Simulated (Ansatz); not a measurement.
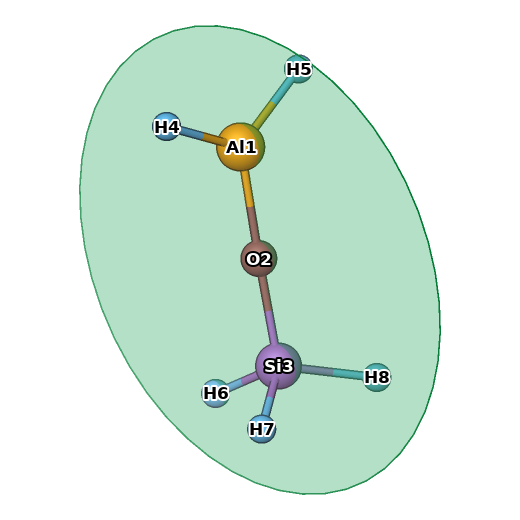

A disc through the centre of mass is drawn in. Atoms fade into the background with distance from the viewer. Computed geometry: PBE0-D4/def2-TZVP optimisation. No frequency run is at hand to confirm it as a minimum.

Q: Is the plane of the disc a mirror plane of the structure?

A: Yes. The reflection leaves Al1, O2, Si3, H6 in place and moves H4 ↔ H5; H7 ↔ H8. The point group is Cs.
